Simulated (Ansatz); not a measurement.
**Run report: SiN$_{2}$H$_{5}$SF, geometry relaxation (part 1 of 3)**

- system: SiN$_{2}$H$_{5}$SF
- method: RKS PBE0-D4/def2-TZVP (Ansatz 0.2.0)

The geometry is a transition state displaced along its imaginary mode. The reaction was set up to form F2–H4 and to break Si1–F2 and S3–H4 (atoms counted from 1 in the order of the input); sticks are drawn by distance alone. Figures and captions count atoms from 1; the log counts them from 0 in places.

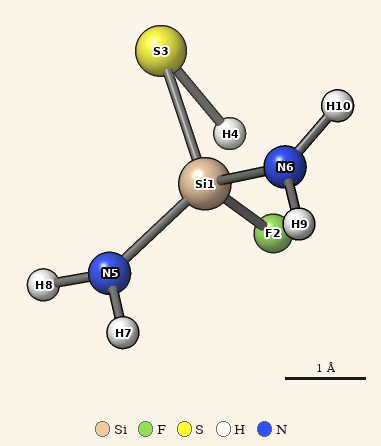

The input geometry (ball-and-stick view, seen at a tilt; atoms are numbered from 1 in the order of the input). Bond lengths as drawn: F–Si 1.60 Å, H–N 1.00 to 1.02 Å, H–S 1.48 Å, N–Si 1.70 Å and S–Si 2.08 Å.

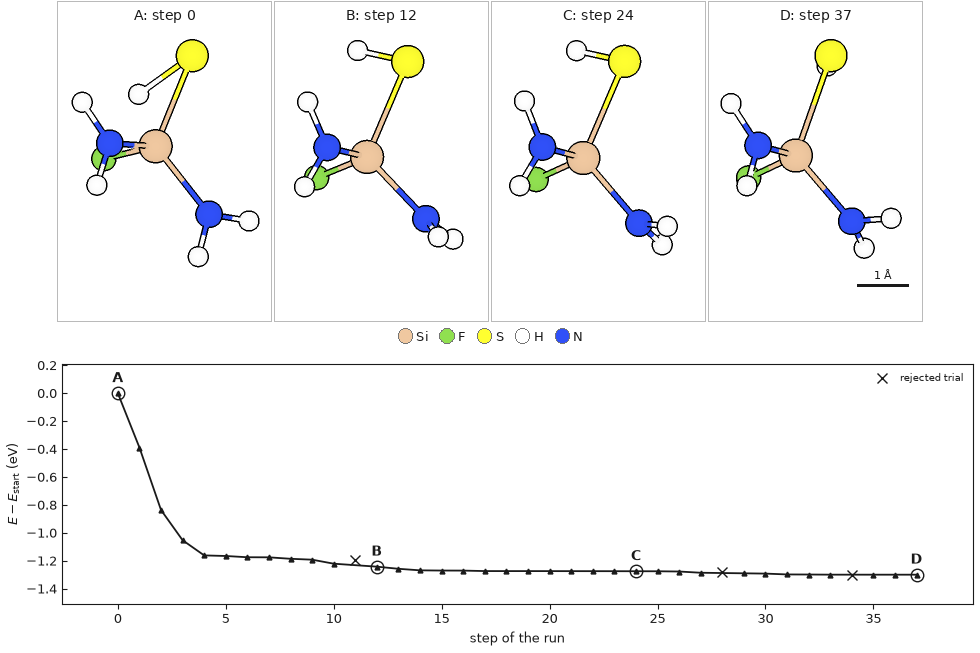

Frames of the relaxation (ball-and-stick view, seen at a tilt) above the curves, on which the letters mark them (the first geometry is step 0 here and step 1 in the log).

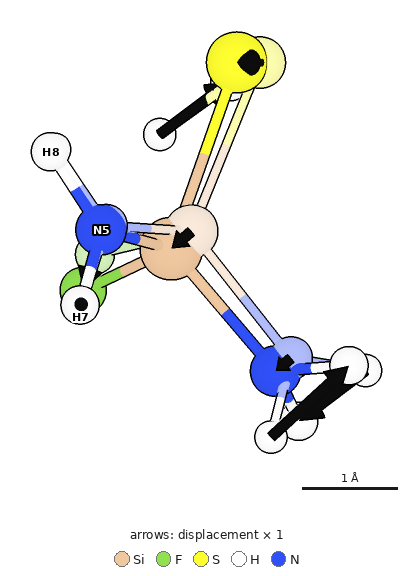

Start (faint) and end (solid) with the displacements as black arrows, at true length (ball-and-stick view, seen at a tilt). The two geometries are laid on each other by the best rigid fit. H9 moves most after the best rigid fit: 1.12 Å. Largest moves by element: H 1.12 Å, F 0.40 Å, S 0.39 Å, Si 0.28 Å, N 0.21 Å. Among the contacts that change: S3–H4 1.483 → 1.343 Å, Si1–S3 2.081 → 2.135 Å, Si1–N5 1.703 → 1.687 Å, N6–H10 1.016 → 1.007 Å. Among the angles that change: Si1–S3–H4 60.4° → 93.9°, S3–Si1–N5 118.9° → 103.7°, F2–Si1–S3 93.1° → 105.3°. The energy falls by 1.300 eV in 37 geometry steps. The largest force component goes from 3 to 0.0014 eV/Å. The line search rejected the trial steps at points 11, 28, 34 (counted from 0) and went back. (Atoms are counted from 1 in the order of the input.)

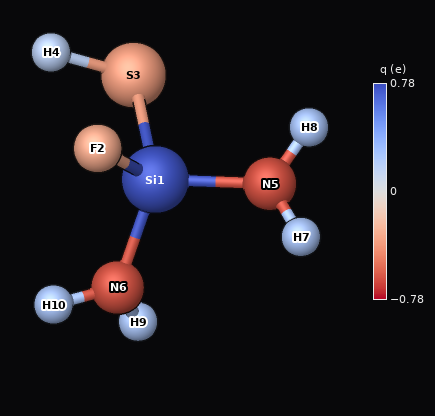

Mulliken charges, as the colour of each atom (ball-and-stick view, seen at a tilt; atoms are numbered from 1 in the order of the input). By element: Si +0.74, F −0.31, S −0.36, H +0.17 to +0.25 and N −0.62 to −0.61 e.

These pictures come from the run below.

## Input file
```yaml
crystal:
  periodic: [false, false, false]
  atoms:
    - {symbol: Si, position_ang: [0.149780, -0.094763, 0.233070]}
    - {symbol: F, position_ang: [1.593030, -0.515004, -0.322437]}
    - {symbol: S, position_ang: [0.635716, -0.589359, 2.194682]}
    - {symbol: H, position_ang: [1.647070, -0.763551, 1.124072]}
    - {symbol: N, position_ang: [-0.119647, 1.540401, -0.160036]}
    - {symbol: N, position_ang: [-1.042906, -1.001533, -0.574719]}
    - {symbol: H, position_ang: [-0.493581, 1.832370, -1.044477]}
    - {symbol: H, position_ang: [0.314819, 2.294354, 0.343656]}
    - {symbol: H, position_ang: [-1.453794, -0.729549, -1.451119]}
    - {symbol: H, position_ang: [-1.230388, -1.973265, -0.342691]}
basis:
  gaussian: {orbitals: def2-TZVP}
hamiltonian: {xc: pbe0, dispersion: d4}
relax: {f_tol: 0.005, max_steps: 200}
```

Launch command:
```bash
ansatz run in.yaml --threads 4 --pin off --events-out ev --progress --plain --max-ram 9574MiB
```

## Log
```
Functional definition: PBE0
  name "PBE0"
  cite "Adamo & Barone, J. Chem. Phys. 110, 6158 (1999) doi:10.1063/1.478522"
  cite "Perdew, Burke & Ernzerhof, Phys. Rev. Lett. 77, 3865 (1996) doi:10.1103/PhysRevLett.77.3865"
  parent pbe
  parameter a = 0.25
  parameter kappa = 0.804
  parameter beta = 0.06672455060314922
  exchange = (1 - a)*pbe_x(kappa = kappa, mu = beta*pi^2/3) + a*exact_x
  correlation = pbe_c(beta = beta)
1225 factors; their error is unknown
mean field evaluation 1: about -24473.2347 eV, gradient 8.2e1 eV
mean field evaluation 2: about -24463.0703 eV, gradient 1.0e2 eV
mean field evaluation 4: about -24484.9058 eV, gradient 4.3e0 eV
mean field evaluation 8: about -24484.9453 eV, gradient 1.0e-1 eV
mean field evaluation 16: about -24485.0167 eV, gradient 2.5e-4 eV
mean field -24485.01671655 eV, -899.8077677929 hartree, gradient 1.5e-5 eV, S^2 0.000000; 0 other end points of the search recorded, 0 dependent functions left out
the calculation of the forces begins
reference -24485.01674447 eV, -899.8077688187 hartree; 29, 29 occupied and 168, 168 virtual orbitals, 1225 factors
relax step   1: F+E_penalty+E_count = -24485.22063131 eV  Δ(F+E_penalty+E_count) = +0.000e0 eV  max|allowed force component| = 2.967e0 eV/Å  Δτ_max = 0.0000 Å  (29 SCF iters, accepted)
these checks for a lower state are left out or cut short: starts, cluster_reference, orbital_swaps, neighbouring_geometries, increment
1225 factors; their error is unknown
mean field -24485.40243242 eV, -899.8219425894 hartree, gradient 1.6e-5 eV, S^2 0.000000; 0 other end points of the search recorded, 0 dependent functions left out
[... from here on the field's lines of each further geometry are left out, up to the last ...]
relax step   2: F+E_penalty+E_count = -24485.60939180 eV  Δ(F+E_penalty+E_count) = -3.888e-1 eV  max|allowed force component| = 2.348e0 eV/Å  Δτ_max = 0.1136 Å  (30 SCF iters, accepted)
relax step   3: F+E_penalty+E_count = -24486.05682285 eV  Δ(F+E_penalty+E_count) = -4.474e-1 eV  max|allowed force component| = 1.185e0 eV/Å  Δτ_max = 0.1978 Å  (30 SCF iters, accepted)
relax step   4: F+E_penalty+E_count = -24486.27331343 eV  Δ(F+E_penalty+E_count) = -2.165e-1 eV  max|allowed force component| = 7.485e-1 eV/Å  Δτ_max = 0.1949 Å  (30 SCF iters, accepted)
relax step   5: F+E_penalty+E_count = -24486.38205310 eV  Δ(F+E_penalty+E_count) = -1.087e-1 eV  max|allowed force component| = 2.201e-1 eV/Å  Δτ_max = 0.2000 Å  (30 SCF iters, accepted)
relax step   6: F+E_penalty+E_count = -24486.38628350 eV  Δ(F+E_penalty+E_count) = -4.230e-3 eV  max|allowed force component| = 2.895e-1 eV/Å  Δτ_max = 0.1390 Å  (30 SCF iters, accepted)
relax step   7: F+E_penalty+E_count = -24486.39523557 eV  Δ(F+E_penalty+E_count) = -8.952e-3 eV  max|allowed force component| = 8.975e-2 eV/Å  Δτ_max = 0.0935 Å  (30 SCF iters, accepted)
relax step   8: F+E_penalty+E_count = -24486.39586703 eV  Δ(F+E_penalty+E_count) = -6.315e-4 eV  max|allowed force component| = 2.688e-2 eV/Å  Δτ_max = 0.0093 Å  (32 SCF iters, accepted)
relax step   9: F+E_penalty+E_count = -24486.40628984 eV  Δ(F+E_penalty+E_count) = -1.042e-2 eV  max|allowed force component| = 2.189e-1 eV/Å  Δτ_max = 0.1679 Å  (29 SCF iters, accepted)
relax step  10: F+E_penalty+E_count = -24486.41269789 eV  Δ(F+E_penalty+E_count) = -6.408e-3 eV  max|allowed force component| = 1.248e-1 eV/Å  Δτ_max = 0.0525 Å  (30 SCF iters, accepted)
relax step  11: F+E_penalty+E_count = -24486.44144199 eV  Δ(F+E_penalty+E_count) = -2.874e-2 eV  max|allowed force component| = 2.630e-1 eV/Å  Δτ_max = 0.1995 Å  (36 SCF iters, accepted)
relax step  12: F+E_penalty+E_count = -24486.41262025 eV  Δ(F+E_penalty+E_count) = +2.882e-2 eV  max|allowed force component| = 1.402e0 eV/Å  Δτ_max = 0.1954 Å  (29 SCF iters, rejected (line search))
relax step  13: F+E_penalty+E_count = -24486.46275187 eV  Δ(F+E_penalty+E_count) = -2.131e-2 eV  max|allowed force component| = 1.540e-1 eV/Å  Δτ_max = 0.0977 Å  (30 SCF iters, accepted)
relax step  14: F+E_penalty+E_count = -24486.47799204 eV  Δ(F+E_penalty+E_count) = -1.524e-2 eV  max|allowed force component| = 1.502e-1 eV/Å  Δτ_max = 0.1000 Å  (30 SCF iters, accepted)
relax step  15: F+E_penalty+E_count = -24486.48906007 eV  Δ(F+E_penalty+E_count) = -1.107e-2 eV  max|allowed force component| = 3.451e-1 eV/Å  Δτ_max = 0.1500 Å  (30 SCF iters, accepted)
relax step  16: F+E_penalty+E_count = -24486.49052123 eV  Δ(F+E_penalty+E_count) = -1.461e-3 eV  max|allowed force component| = 1.628e-1 eV/Å  Δτ_max = 0.0700 Å  (30 SCF iters, accepted)
relax step  17: F+E_penalty+E_count = -24486.49086774 eV  Δ(F+E_penalty+E_count) = -3.465e-4 eV  max|allowed force component| = 1.028e-1 eV/Å  Δτ_max = 0.0997 Å  (30 SCF iters, accepted)
relax step  18: F+E_penalty+E_count = -24486.49425663 eV  Δ(F+E_penalty+E_count) = -3.389e-3 eV  max|allowed force component| = 1.858e-2 eV/Å  Δτ_max = 0.0754 Å  (30 SCF iters, accepted)
relax step  19: F+E_penalty+E_count = -24486.49441105 eV  Δ(F+E_penalty+E_count) = -1.544e-4 eV  max|allowed force component| = 1.069e-2 eV/Å  Δτ_max = 0.0163 Å  (31 SCF iters, accepted)
relax step  20: F+E_penalty+E_count = -24486.49443681 eV  Δ(F+E_penalty+E_count) = -2.576e-5 eV  max|allowed force component| = 2.706e-2 eV/Å  Δτ_max = 0.0135 Å  (32 SCF iters, accepted)
relax step  21: F+E_penalty+E_count = -24486.49457098 eV  Δ(F+E_penalty+E_count) = -1.342e-4 eV  max|allowed force component| = 1.555e-2 eV/Å  Δτ_max = 0.0101 Å  (32 SCF iters, accepted)
relax step  22: F+E_penalty+E_count = -24486.49476665 eV  Δ(F+E_penalty+E_count) = -1.957e-4 eV  max|allowed force component| = 5.809e-2 eV/Å  Δτ_max = 0.0375 Å  (30 SCF iters, accepted)
relax step  23: F+E_penalty+E_count = -24486.49490577 eV  Δ(F+E_penalty+E_count) = -1.391e-4 eV  max|allowed force component| = 8.445e-2 eV/Å  Δτ_max = 0.0257 Å  (31 SCF iters, accepted)
relax step  24: F+E_penalty+E_count = -24486.49514084 eV  Δ(F+E_penalty+E_count) = -2.351e-4 eV  max|allowed force component| = 1.338e-1 eV/Å  Δτ_max = 0.0410 Å  (30 SCF iters, accepted)
relax step  25: F+E_penalty+E_count = -24486.49548548 eV  Δ(F+E_penalty+E_count) = -3.446e-4 eV  max|allowed force component| = 1.329e-1 eV/Å  Δτ_max = 0.0277 Å  (31 SCF iters, accepted)
relax step  26: F+E_penalty+E_count = -24486.49569014 eV  Δ(F+E_penalty+E_count) = -2.047e-4 eV  max|allowed force component| = 3.150e-1 eV/Å  Δτ_max = 0.0969 Å  (30 SCF iters, accepted)
relax step  27: F+E_penalty+E_count = -24486.49738452 eV  Δ(F+E_penalty+E_count) = -1.694e-3 eV  max|allowed force component| = 2.117e-1 eV/Å  Δτ_max = 0.0445 Å  (30 SCF iters, accepted)
relax step  28: F+E_penalty+E_count = -24486.50628702 eV  Δ(F+E_penalty+E_count) = -8.902e-3 eV  max|allowed force component| = 8.355e-2 eV/Å  Δτ_max = 0.2000 Å  (30 SCF iters, accepted)
relax step  29: F+E_penalty+E_count = -24486.50103428 eV  Δ(F+E_penalty+E_count) = +5.253e-3 eV  max|allowed force component| = 2.496e-1 eV/Å  Δτ_max = 0.1540 Å  (29 SCF iters, rejected (line search))
relax step  30: F+E_penalty+E_count = -24486.51033503 eV  Δ(F+E_penalty+E_count) = -4.048e-3 eV  max|allowed force component| = 9.232e-2 eV/Å  Δτ_max = 0.0770 Å  (30 SCF iters, accepted)
relax step  31: F+E_penalty+E_count = -24486.51239411 eV  Δ(F+E_penalty+E_count) = -2.059e-3 eV  max|allowed force component| = 2.627e-1 eV/Å  Δτ_max = 0.0974 Å  (30 SCF iters, accepted)
relax step  32: F+E_penalty+E_count = -24486.51836279 eV  Δ(F+E_penalty+E_count) = -5.969e-3 eV  max|allowed force component| = 7.446e-2 eV/Å  Δτ_max = 0.1500 Å  (30 SCF iters, accepted)
relax step  33: F+E_penalty+E_count = -24486.51899959 eV  Δ(F+E_penalty+E_count) = -6.368e-4 eV  max|allowed force component| = 7.172e-2 eV/Å  Δτ_max = 0.0500 Å  (30 SCF iters, accepted)
relax step  34: F+E_penalty+E_count = -24486.52000249 eV  Δ(F+E_penalty+E_count) = -1.003e-3 eV  max|allowed force component| = 3.879e-2 eV/Å  Δτ_max = 0.0447 Å  (31 SCF iters, accepted)
relax step  35: F+E_penalty+E_count = -24486.51992839 eV  Δ(F+E_penalty+E_count) = +7.410e-5 eV  max|allowed force component| = 1.825e-2 eV/Å  Δτ_max = 0.0136 Å  (31 SCF iters, rejected (line search))
relax step  36: F+E_penalty+E_count = -24486.52012333 eV  Δ(F+E_penalty+E_count) = -1.208e-4 eV  max|allowed force component| = 1.459e-2 eV/Å  Δτ_max = 0.0067 Å  (32 SCF iters, accepted)
relax step  37: F+E_penalty+E_count = -24486.52014163 eV  Δ(F+E_penalty+E_count) = -1.829e-5 eV  max|allowed force component| = 6.320e-3 eV/Å  Δτ_max = 0.0051 Å  (32 SCF iters, accepted)
the calculation of the forces begins
reference -24486.30891445 eV, -899.8552551898 hartree; 29, 29 occupied and 168, 168 virtual orbitals, 1225 factors
relax step  38: F+E_penalty+E_count = -24486.52014623 eV  Δ(F+E_penalty+E_count) = -4.608e-6 eV  max|allowed force component| = 1.428e-3 eV/Å  Δτ_max = 0.0035 Å  (33 SCF iters, accepted)
1225 factors; their error is unknown
mean field evaluation 288: about -24486.2388 eV, gradient 3.1e-1 eV
mean field -24486.30888608 eV, -899.8552541470 hartree, gradient 5.2e-5 eV, S^2 0.000000; 1 other end points of the search recorded, 0 dependent functions left out
the calculation of the forces begins
reference -24486.30891445 eV, -899.8552551898 hartree; 29, 29 occupied and 168, 168 virtual orbitals, 1225 factors
Total energy: -24486.52017461 eV, -899.8630188574 hartree
Atom 0 at     0.262979    -0.044722    -0.016364 Å, force     0.001201     0.000786    -0.001206 eV/Å
Atom 1 at     1.591881    -0.612393    -0.706167 Å, force    -0.001428     0.000279     0.000492 eV/Å
Atom 2 at     0.619458    -0.175468     2.084434 Å, force    -0.000439     0.000669     0.000569 eV/Å
Atom 3 at     1.460932    -1.215720     1.969690 Å, force     0.000351    -0.000811     0.000076 eV/Å
Atom 4 at    -0.106656     1.583481    -0.259393 Å, force    -0.000116    -0.001179     0.000491 eV/Å
Atom 5 at    -0.967191    -0.966800    -0.738234 Å, force    -0.000871    -0.000988     0.000059 eV/Å
Atom 6 at    -0.536694     1.898092    -1.112895 Å, force     0.000406     0.000524     0.000566 eV/Å
Atom 7 at     0.356244     2.319232     0.245778 Å, force    -0.000273     0.000006    -0.000938 eV/Å
Atom 8 at    -1.916773    -0.883987    -0.414465 Å, force    -0.000227     0.001146     0.000624 eV/Å
Atom 9 at    -0.764081    -1.901614    -1.052383 Å, force     0.001394    -0.000433    -0.000733 eV/Å
Dipole moment:    -0.301549     0.026890    -0.163560 e Å
```

## Trajectory as extended XYZ (Å, eV, eV/Å), 38 frames, from step=1 to step=38
```
10
Properties=species:S:1:pos:R:3:forces:R:3 step=1 energy=-24485.22063
Si    0.1498   -0.0948    0.2331   -2.2589   0.9348  -0.4712
F     1.5930   -0.5150   -0.3224    1.5021  -0.2485  -1.9912
S     0.6357   -0.5894    2.1947    0.8139  -0.0958  -1.1353
H     1.6471   -0.7636    1.1241   -0.2261  -0.4105   2.9668
N    -0.1196    1.5404   -0.1600    0.0395  -0.2158   0.3456
N    -1.0429   -1.0015   -0.5747    0.0308  -0.4612   0.4325
H    -0.4936    1.8324   -1.0445   -0.0683   0.0145  -0.0440
H     0.3148    2.2944    0.3437    0.0265  -0.0567  -0.0219
H    -1.4538   -0.7295   -1.4511   -0.0043   0.0407   0.0473
H    -1.2304   -1.9733   -0.3427    0.1448   0.4984  -0.1285
```
